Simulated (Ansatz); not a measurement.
# H$_{5}$NSi: what the fields show

The calculation's input:

```
crystal:
  periodic: [false, false, false]
  atoms:
    - { symbol: Si, position_ang: [-0.563352, -0.316398, 0.199878] }
    - { symbol: H, position_ang: [0.22595, -0.608768, 1.367673] }
    - { symbol: "N", position_ang: [0.742773, 0.503456, -0.484106] }
    - { symbol: H, position_ang: [1.44313, 0.427609, 0.229818] }
    - { symbol: H, position_ang: [-1.766386, 0.488091, 0.501219] }
    - { symbol: H, position_ang: [-1.032347, -1.519986, -0.518051] }
    - { symbol: H, position_ang: [0.950232, 1.026194, -1.29643] }
basis:
  gaussian: { orbitals: def2-TZVP }
hamiltonian:
  xc: hf
relax:
  f_tol: 0.03
  max_steps: 50
output:
  orbitals: {}
```

Launched as:

```sh
ansatz run input.yaml --threads 2 --pin off --max-ram 3072MiB --backend cpu --events-out ev --progress --plain --runs-dir out
```

The fields are those of the run's last geometry, not of the input's.

These are results of RHF/def2-TZVP in Ansatz 0.2.0, not measurements.

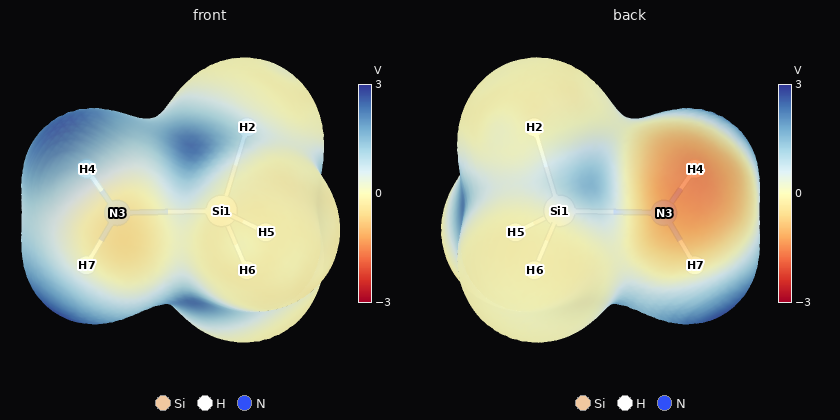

Figure 1. The molecular electrostatic potential painted on the density surface at 0.004 e/bohr³, seen from the front and from behind; the colour scale runs from red (negative) to blue (positive).

### Describe the electrostatic potential map.

The most negative region (about −1.5 V) lies over N3, the most positive (about +2.6 V) over H4 and H7. N3 is the likeliest acceptor of a hydrogen bond.

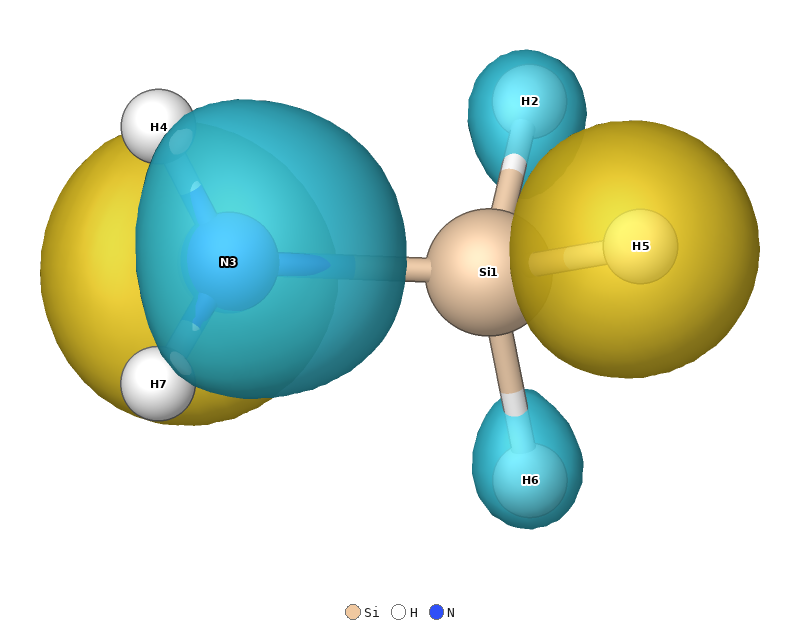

Figure 2. The HOMO at ±0.15 Å⁻³ᐟ² (yellow and cyan are the two phases), seen at a tilt.

### What is the character of this orbital?

It lies mainly on N3 (about 55 %), Si1 (about 15 %) and H5 (about 15 %). Its energy is −10.85 eV.

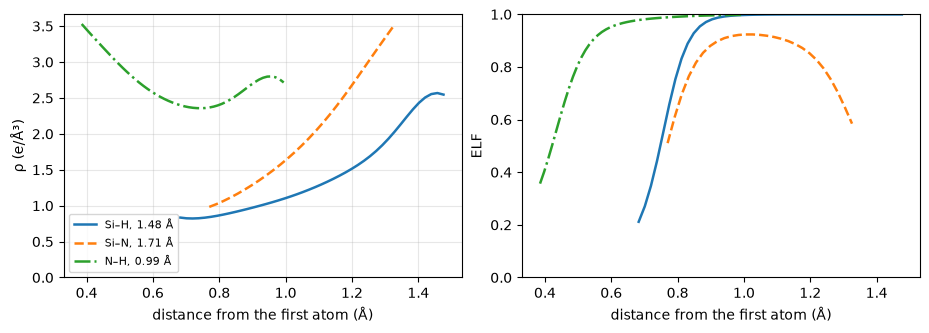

Figure 3. Electron density and ELF along straight lines between neighbouring atoms. The curves leave out the atomic cores.

### Compare the contacts.

Si–H (1.48 Å): ρ at the midpoint is about 0.82 e/Å³; the ELF climbs to about 1 towards the hydrogen, as it does in any bond to H.
Si–N (1.71 Å): ρ is about 1.2 e/Å³ halfway; the ELF peaks at about 0.90 between the atoms; a shared but strongly polarised pair.
N–H (0.99 Å): the density is about 3 e/Å³ at the midpoint; the ELF climbs to about 1 towards the hydrogen: a covalent bond by its length.
